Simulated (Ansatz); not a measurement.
## CdF2 monolayer (1T): phonons and vibrational spectra

Task: relax CdF2 monolayer (1T), then find its harmonic phonons.

Calculated with Ansatz 0.2.0; DFT LDA, scalar-relativistic, plane waves, PAW.

### 1. Set-up

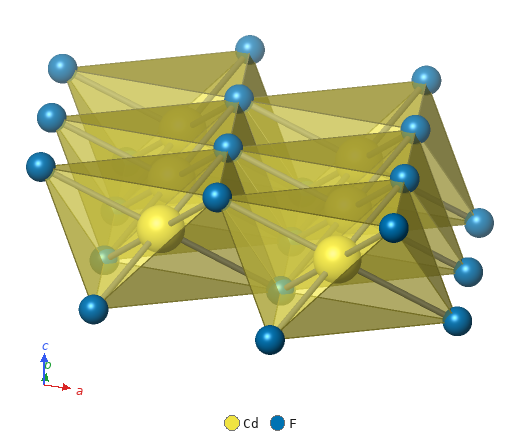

The cell as given, slightly off an axis (cadmium yellow, fluorine blue). 1×2×1 cells are drawn. Some periodic images of atoms are drawn too.

The cell holds 3 atoms: 1 Cd and 2 F. Its edges and angles: a = 3.350 Å, b = 3.350 Å, c = 20.000 Å, α = 90.0°, β = 90.0°, γ = 120.0°. Vacuum lies along c.

### 2. Rough relaxation

The start is far from rest, so a relaxation with loose tolerances brings it close first.

The program solves this slab on a cell height of its own, 27.6 Å, in place of the one typed.

The input, input.yaml:

```yaml
crystal:
  lattice:
    - [3.35, 0.0, 0.0]
    - [-1.675, 2.90119, 0.0]
    - [0.0, 0.0, 20.0]
  atoms:
    - { symbol: Cd, position: [0.0, 0.0, 0.5] }
    - { symbol: F, position: [0.333333, 0.666667, 0.5475] }
    - { symbol: F, position: [0.666667, 0.333333, 0.4525] }
  periodic: [true, true, false]
kpoints:
  mp_grid: { grid: [9, 9, 1] }
hamiltonian:
  xc: lda
scf:
  occupations: { method: gaussian, width: 0.1 }
output:
  forces: true
  stress: true
  eigenvalues: true
relax:
  adjacent_minimum: "off"
  f_tol: 0.05
  max_steps: 80
  cell: { stress_2d_tol: 0.02 }
```

On the command line:

```sh
ansatz run input.yaml --threads 8 --pin off --max-ram 14336MiB --backend cpu --events-out ev --progress --plain --runs-dir out
```

Numbers of over 12 decimals in the logs are rounded to 6 here.

Log:

```text
[...]
F+E_penalty+E_count = -9705.85339926 eV   max|allowed force component| = 1.313e-4 eV/Å   (the final SCF, on the basis selected at the relaxed cell)
  cell:  # Å, volume = 282.6633 Å³
    - [3.438863, 0, 0]
    - [-1.719431, 2.978143, 0]
    - [0, 0, 27.6]
  atoms:
    - { symbol: Cd, position: [0, 0, 0.362319] }
    - { symbol: F, position: [0.333333, 0.666667, 0.397599] }
    - { symbol: F, position: [0.666667, 0.333333, 0.327039] }
[key lines of the parts left out:]
SCF converged after 6 iterations
Free energy (F): -9705.853399 eV
Fermi energy:    -6.978661 eV
P = ½ c Tr σ = 0.0136 N/m
```

It took 6 s on 8 threads of Intel Xeon Platinum 8488C (Sapphire Rapids), shared host; peak memory 0.69 GiB.

Step by step:

```csv
step,energy less that of the first step (eV),largest force component (eV/Å),volume (Å³)
1,0.0000,0.6815,268.24
2,-0.0727,0.1200,276.00
3,-0.0753,0.0021,279.44
4,-0.0748,0.0045,280.44
5*,-0.0874,0.0037,280.44
6,-0.0867,0.0001,282.21
7,-0.0864,0.0000,282.66
8*,-0.0880,0.0001,282.66
```

Relaxation steps marked * repeat the geometry before them on a plane-wave basis chosen anew for their cell, so energy and pressure can jump there.

Forces are held to the 12 operations that the run works with; a distortion that breaks them can't arise in this run.

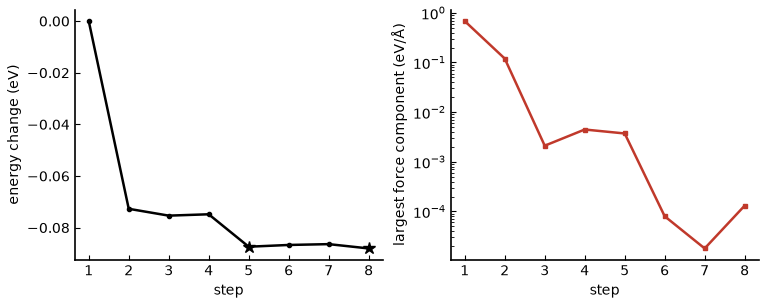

Energy and largest force along the relaxation. Stars mark steps on a basis chosen anew.

```csv
cell as run,before,after,change
a (Å),3.350,3.439,+2.7 %
b (Å),3.350,3.439,+2.7 %
```

The atoms that moved most (Å, along periodic axes as changes of fractional coordinates times the final cell, across vacuum about the mean position):

```csv
atom,dx,dy,dz,length
F2,0.000,0.000,0.024,0.024
F3,0.000,0.000,-0.024,0.024
```

Final coordinates:

```xyz
3
Lattice="3.4389 0.0000 0.0000 -1.7194 2.9781 0.0000 0.0000 0.0000 27.6000" Properties=species:S:1:pos:R:3
Cd    0.0000    0.0000   10.0000
F     0.0000    1.9854   10.9737
F     1.7194    0.9927    9.0263
```

Numbers from this step:

```
gap on the k-mesh  : 3.803 eV
direct gap on mesh : 3.803 eV
area per atom      : 3.414 Å²
```

The relaxation ends with a largest force component of 1.3e-4 eV/Å.

### 3. Relaxation

Harmonic phonons are second derivatives at a point where the forces vanish, and they are wanted at zero stress, so atoms and cell are relaxed first.

The input, input.yaml:

```yaml
crystal:
  lattice:
    - [3.4388628343, 0.0, 0.0]
    - [-1.7194314172, 2.9781425747, 0.0]
    - [0.0, 0.0, 27.6]
  atoms:
    - { symbol: Cd, position: [0.0, 0.0, 0.3623188406] }
    - { symbol: F, position: [0.3333333333, 0.6666666667, 0.3975985639] }
    - { symbol: F, position: [0.6666666667, 0.3333333333, 0.3270391172] }
  periodic: [true, true, false]
kpoints:
  mp_grid: { grid: [9, 9, 1] }
hamiltonian:
  xc: lda
scf:
  occupations: { method: gaussian, width: 0.02 }
output:
  forces: true
  stress: true
  eigenvalues: true
  write_density: true
  write_potential: true
  elf: true
  volumetric_format: npy
relax:
  adjacent_minimum: "off"
  f_tol: 0.005
  max_steps: 80
  cell: { stress_2d_tol: 0.02 }
```

Log:

```text
[...]
Crystal: 3 atoms, lattice volume = 282.663 Å³
Basis set: ecut = 420 eV, 5505 PW (Γ)
Bands: 21, of which v1, the nominal top of the filled ones, is band 17 counted from 1 (16 counted from 0)
Symmetry: 12 space group operations
[...]
k-points: 12 of 81
[...]
SCF iter   1: F=—  HF=-9705.893078 eV  |F-HF|=—  |Δ(HF+E_count)|=         —  Δρ=7.62e-3  dr2=1.23e-1  ethr=1.77e-3  ⟨swp⟩=11.0  Hψ=1766  notcnv=0
[...]
SCF iter   9: F=-9705.853399 eV  HF=-9705.853399 eV  |F-HF|=1.82e-11  |Δ(HF+E_count)|=  4.00e-11  Δρ=2.50e-8  dr2=9.49e-13  ethr=1.00e-12  ⟨swp⟩=6.6  Hψ=1394  notcnv=0
SCF 1 converged in 9 iterations: F = -9705.853399 eV  dr2 = 9.49e-13
[...]
relax step   1: F+E_penalty+E_count = -9705.85339926 eV  Δ(F+E_penalty+E_count) = +0.000e0 eV  max|allowed force component| = 1.314e-4 eV/Å  Δτ_max = 0.0000 Å  P = +0.014 N/m  Ω = 282.663 Å³  fix = [c, alpha, beta]  reactions: c +0.000 N/m  (9 SCF iters, accepted)
[...]
SCF iter   9: F=-9705.853399 eV  HF=-9705.853399 eV  |F-HF|=1.82e-11  |Δ(HF+E_count)|=  3.27e-11  Δρ=2.42e-8  dr2=4.90e-13  ethr=1.00e-12  ⟨swp⟩=7.9  Hψ=1527  notcnv=0
SCF 2 converged in 9 iterations: F = -9705.853399 eV  dr2 = 4.90e-13
relax step   2: F+E_penalty+E_count = -9705.85339926 eV  Δ(F+E_penalty+E_count) = +0.000e0 eV  max|allowed force component| = 1.312e-4 eV/Å  Δτ_max = 0.0000 Å  P = +0.014 N/m  Ω = 282.663 Å³  fix = [c, alpha, beta]  reactions: c +0.000 N/m  stress off target by 1.36e-2 N/m on what of the cell is left free  SCF on the basis re-selected at this cell (its energy is not comparable with the rows above)  (9 SCF iters)
basis re-selected at this cell: Δ(F+E_penalty+E_count) = +0.000e0 eV, ΔP = +0.000 N/m vs the last step (what re-selecting the basis moved, of the pressure what is left beyond the Pulay correction that the steps carried, after the strain that the cell walked since its last selection, with what the two solves' SCF thresholds leave and, on support functions, any second-order correction that the steps lacked; it is no me [...]
WARN: The output density's exchange-correlation potential varies sharply where the density is thin. Do not read a vacuum level from v_tot or v_xc, or from such a field of the output density. On a cell that repeats whose density bears no net charge and no dipole along the vacuum's axis use v_es (v_loc + v_h of the components); under efield.dipole_correction with no amplitude use v_es + v_field, which holds any externa [...]
SCF converged after 9 iterations
Free energy (F): -9705.853399 eV
[...]
Internal energy: -9705.853399 eV  (E = F + TS)
E sigma→0 (E₀):  -9705.853399 eV
Fermi energy:    -6.979535 eV
[...]
--- Forces (eV/Å), atoms counted from 1 ---
  atom   1  Cd     0.00000000     0.00000000     0.00000000
  atom   2  F     -0.00000000    -0.00000000     0.00013119
  atom   3  F      0.00000000     0.00000000    -0.00013119
  max |Σ_I F_I| component: 4.63e-18 eV/Å
--- 2D stress c σ (N/m, compression-positive) ---
        0.013559      -0.000000       0.000000
       -0.000000       0.013559       0.000000
        0.000000       0.000000       0.000000
  P = ½ c Tr σ = 0.0136 N/m
--- Band table (eV; the first three rows and the last of 12) ---
  k-point 0: bands = [... 13 lower, -10.4944, -10.1403, -8.8813, -8.8813, -5.0778, -1.7587 (-1.7587°), -0.0696, 0.1448]
  k-point 1: bands = [... 13 lower, -10.3692, -10.0706, -9.0854, -8.9235, -4.7062, -1.4946 (-1.4946°), 0.1281, 0.3612]
  k-point 2: bands = [... 13 lower, -10.5161, -9.9633, -9.4818, -8.9861, -3.7567, -0.8030 (-0.8030°), 0.7108, 1.0019]
  k-point 11: bands = [... 13 lower, -10.9815, -10.8743, -9.3298, -9.3298, -0.7411, 2.0591, 2.2511, 2.2511]
  ° read free of the cell's end (the report's vacuum.weakly_bound_levels)
--- Relaxed structure (1 steps of the walk, 1 accepted, 1 SCFs on fresh bases) ---
[...]
cell:  # Å, volume = 282.6633 Å³
    - [3.438863, 2.8867548167887924e-11, 0.0]
    - [-1.719431, 2.978143, 0.0]
    - [0.0, 0.0, 27.6]
  atoms:
    - { symbol: Cd, position: [0.0, 0.0, 0.362319] }
    - { symbol: F, position: [0.333333, 0.666667, 0.397599] }
    - { symbol: F, position: [0.666667, 0.333333, 0.327039] }
```

It took 2.2 s on 8 threads; peak memory 0.69 GiB; 12 s of CPU time.

Little changed from the start: no atom moved by 0.005 Å and no cell edge by 0.1 %.

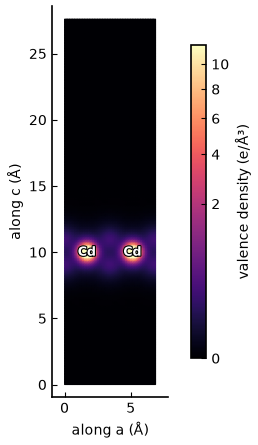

Valence density in the ac plane at fractional y = 0.000, with atoms of Cd within 0.2 Å of it. It is the smooth field of the valence electrons, not physical close to the nuclei. The map starts off the cell's origin, so that atoms lie inside it. The colour scale is stretched toward low values.

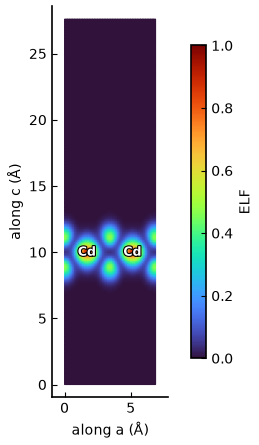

ELF in the ac plane at fractional y = 0.000, with atoms of Cd within 0.2 Å of it. It is the smooth field of the valence electrons, not physical close to the nuclei. The map starts off the cell's origin, so that atoms lie inside it.

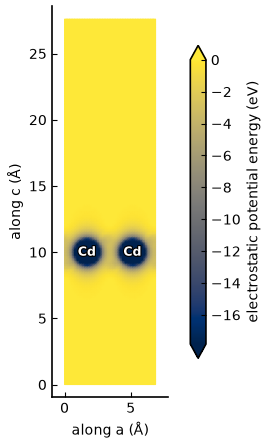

Electrostatic potential energy in the ac plane at fractional y = 0.000, with atoms of Cd within 0.2 Å of it. With pseudopotentials it is smooth inside the atoms' cores, unlike the true potential. The map starts off the cell's origin, so that atoms lie inside it.

### 4. Tight relaxation

Phonons need a cell at rest on their own settings, so the relaxation is repeated with tight tolerances on forces and stress on the k mesh and occupations of the first response run.

input.yaml, the sections that differ from step 3:

```yaml
kpoints:
  mp_grid: { grid: [12, 12, 1] }
scf:
  occupations: { method: fixed }
relax:
  adjacent_minimum: "off"
  f_tol: 0.001
  max_steps: 60
  cell: { stress_2d_tol: 0.002 }
# crystal, hamiltonian, output: as in step 3
```

Log:

```text
[...]
Crystal: 3 atoms, lattice volume = 282.663 Å³
Basis set: ecut = 420 eV, 5505 PW (Γ)
Bands: 21, of which v1, the nominal top of the filled ones, is band 17 counted from 1 (16 counted from 0)
Symmetry: 12 space group operations
[...]
k-points: 19 of 144
[...]
° read free of the cell's end (the report's vacuum.weakly_bound_levels)
--- Relaxed structure (3 steps of the walk, 3 accepted, 1 SCFs on fresh bases) ---
[...]
cell:  # Å, volume = 282.7589 Å³
    - [3.439444, 2.887242896901455e-11, 0]
    - [-1.719722, 2.978646, 0]
    - [0, 0, 27.6]
  atoms:
    - { symbol: Cd, position: [0, 0, 0.362319] }
    - { symbol: F, position: [0.333333, 0.666667, 0.397584] }
    - { symbol: F, position: [0.666667, 0.333333, 0.327054] }
[key lines of the parts left out:]
SCF converged after 8 iterations
Free energy (F): -9705.853283 eV
Fermi energy:    -8.880531 eV
P = ½ c Tr σ = 0.0017 N/m
```

Wall time 4.6 s (8 threads); peak memory 0.76 GiB; 27 s of CPU time.

Little changed from the start: no atom moved by 0.005 Å and no cell edge by 0.1 %.

Numbers from this step:

```yaml
area_per_atom: 3.415 Å²
```

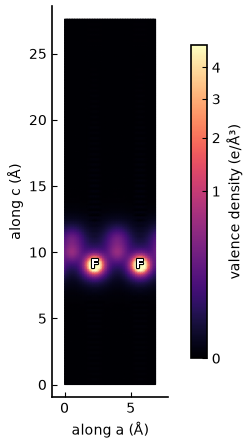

Valence density in the ac plane at fractional y = 0.333, with atoms of F within 0.2 Å of it. It is the smooth field of the valence electrons, not physical close to the nuclei. The colour scale is stretched toward low values.

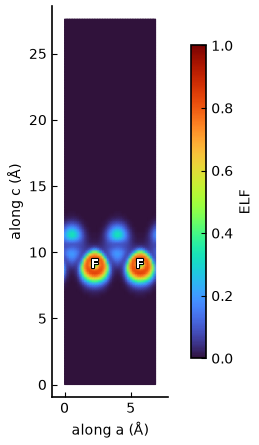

ELF in the ac plane at fractional y = 0.333, with atoms of F within 0.2 Å of it. It is the smooth field of the valence electrons, not physical close to the nuclei.

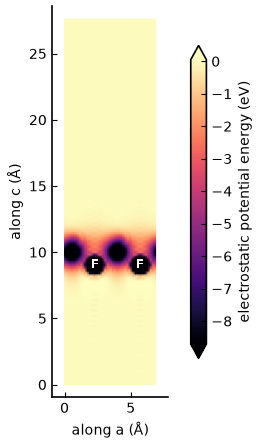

Electrostatic potential energy in the ac plane at fractional y = 0.333, with atoms of F within 0.2 Å of it. With pseudopotentials it is smooth inside the atoms' cores, unlike the true potential.

The largest force component left is 0.081 meV/Å, within the tolerances set.

(Continued in part 2 of 3.)

[Logs are printed without paths, hosts, clocks, repeated set-up lines and the standing remarks that a program may print on its own settings, such as how far it seeks lower states.]

[Hosts, paths, dates, database ids (printed as entryN), source tags and the programs' standing remarks are cut or masked in the printed files.]
